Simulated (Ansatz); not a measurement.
# F$_{2}$MoOS (SMILES [O]=[Mo]([F])([F])=[S]): what the fields show

```yaml
atoms:
  - { symbol: F, position_ang: [-1.3385, 1.2981, 0.1582] }
  - { symbol: F, position_ang: [-0.5932, -1.2573, -1.3353] }
  - { symbol: Mo, position_ang: [-0.0999, -0.0347, -0.0621] }
  - { symbol: O, position_ang: [0.1420, -0.8084, 1.3823] }
  - { symbol: S, position_ang: [1.7345, 0.8238, -0.6156] }
```

Geometry: PBE0-D4/def2-SVP; core potentials replace the inner electrons of Mo.

All numbers below come from isolated molecule in a Gaussian basis; Kohn-Sham density functional theory, functional PBE0 in Ansatz.

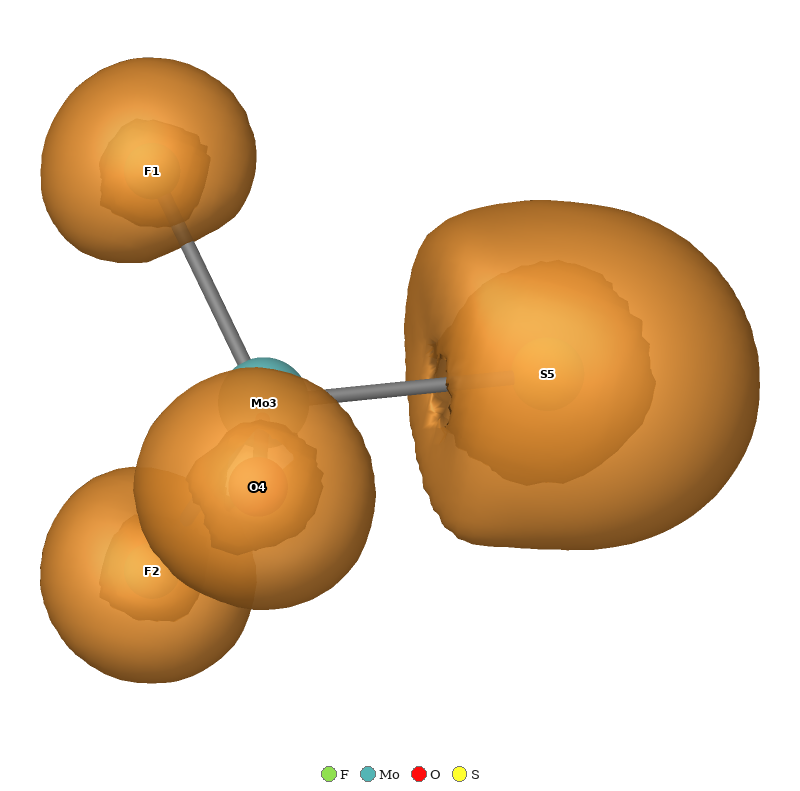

Figure 1. Isosurface of the electron localisation function at 0.75 (orange), seen at an oblique angle. Core shells and regions of very low density are left out.

Q: Where are the electrons localised?

A: The surface consists of one ring or bowl of non-bonding electrons around S, two regions wrapped around F (the valence shell of each) and one region wrapped around O (its valence shell). Along the contacts the grid gives the following. Mo–O (1.66 Å): the ELF peaks at about 0.80 in the valence shell of O, 0.5 Å from its nucleus, and drops to about 0.45 between the two atoms. Mo–F (1.83 Å): the ELF peaks at about 0.80 in the valence shell of F, 0.5 Å from its nucleus, and drops to about 0.25 between the two atoms.

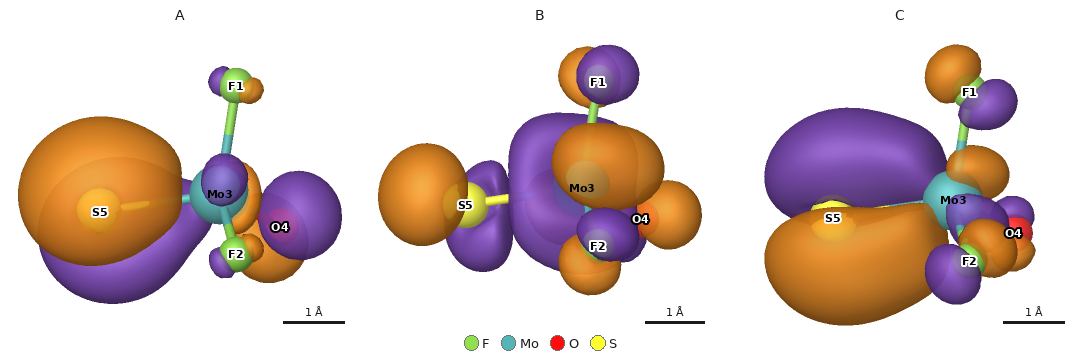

Figure 2. Three frontier orbitals at ±0.1 Å⁻³ᐟ² (orange and purple are the two phases), in no order.

Q: Which picture is the HOMO−1, the HOMO and the LUMO?

A: C is the HOMO−1 (−9.13 eV). Its weight (Hirshfeld) is mainly on S5 (about 65 %) and Mo3 (about 20 %). A is the HOMO (−8.48 eV). By Hirshfeld shares it lies mainly on S5 (about 70 %), O4 (about 15 %) and Mo3 (about 10 %); largely a lone pair of S5. B is the LUMO (−3.61 eV). By Hirshfeld shares it lies mainly on Mo3 (about 60 %), S5 (about 20 %), O4 (about 10 %), F1 (about 5 %) and F2 (about 5 %).

Q: What is the HOMO–LUMO gap?

A: 4.87 eV between the orbital energies.

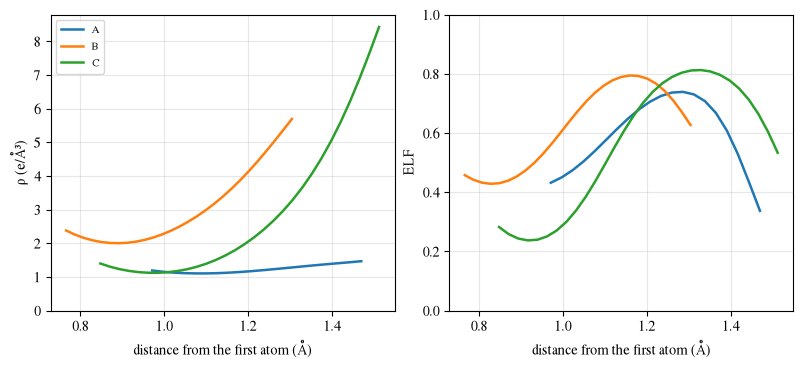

Figure 3. Electron density and electron localisation function along straight lines between neighbouring atoms. The curves leave out the atomic cores.

Q: Which curve belongs to which contact (Mo–F, Mo–O and Mo–S)? The first atom named is at distance zero.

A: Curve A: Mo–S (2.10 Å): the density is about 1.1 e/Å³ at the midpoint; the ELF peaks at about 0.75 in the valence shell of S, 0.8 Å from its nucleus, and is about 0.50 at the midpoint. Curve B: Mo–O (1.66 Å): ρ at the midpoint is about 2.1 e/Å³; the ELF peaks at about 0.80 in the valence shell of O, 0.5 Å from its nucleus, and drops to about 0.45 between the two atoms. Curve C: Mo–F (1.83 Å): ρ is about 1.2 e/Å³ halfway; the ELF peaks at about 0.80 in the valence shell of F, 0.5 Å from its nucleus, and drops to about 0.25 between the two atoms.
